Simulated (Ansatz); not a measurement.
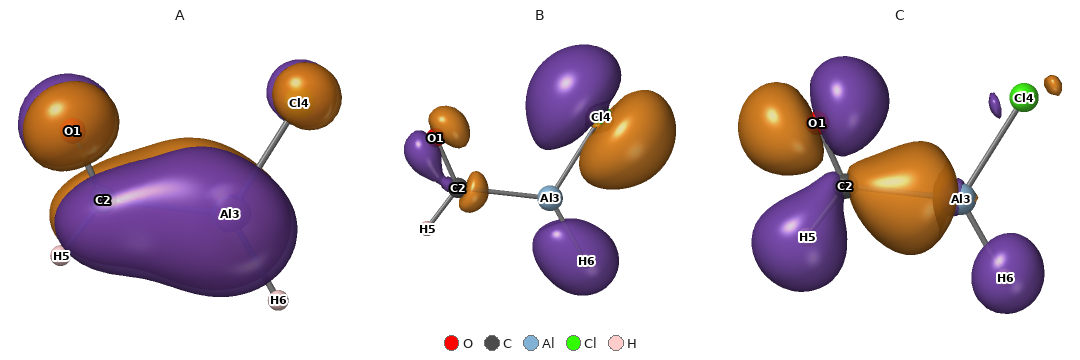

*CH2AlClO. Three frontier orbitals at ±0.1 Å⁻³ᐟ² (orange and purple are the two phases), in no order.*

Method: RKS PBE/6-31G* in Ansatz 0.2.0.

Input

```
crystal:
  periodic: [false, false, false]
  atoms:
    - { symbol: O, position_ang: [0.94302, -1.3598, -0.59227] }
    - { symbol: C, position_ang: [1.03457, -0.16224, -0.38247] }
    - { symbol: Al, position_ang: [-0.78404, 0.3844, 0.34574] }
    - { symbol: Cl, position_ang: [-2.18434, -1.04375, 0.53138] }
    - { symbol: H, position_ang: [2.00621, 0.32732, -0.61886] }
    - { symbol: H, position_ang: [-1.01543, 1.85407, 0.71649] }
basis:
  gaussian: { orbitals: "6-31G*" }
hamiltonian:
  xc: pbe
relax:
  f_tol: 0.015
  max_steps: 40
output:
  orbitals: {}
```

Command:

```sh
ansatz run input.yaml --threads 1 --pin off --max-ram 2048MiB --backend cpu --events-out ev --progress --plain --runs-dir out
```

The fields are those of the relaxed geometry.

Which picture is the HOMO−1, the HOMO and the LUMO?

B is the HOMO−1 (−7.68 eV). It lies mainly on Cl4 (about 80 %) and H6 (about 10 %); it is symmetric in the molecular plane (an in-plane orbital: σ, lone-pair or in-plane π type); largely a lone pair of Cl4. C is the HOMO (−5.34 eV). By Hirshfeld shares it lies mainly on O1 (about 50 %), C2 (about 20 %), Al3 (about 15 %) and H5 (about 10 %); it is symmetric in the molecular plane (an in-plane orbital: σ, lone-pair or in-plane π type). A is the LUMO (−3.49 eV). By Hirshfeld shares it lies mainly on Al3 (about 40 %), C2 (about 25 %) and O1 (about 25 %); it changes sign across the molecular plane (π type); π-bonding across C2–Al3; π-antibonding (a node) across O1–C2.

What is the HOMO–LUMO gap?

1.85 eV between the orbital energies.
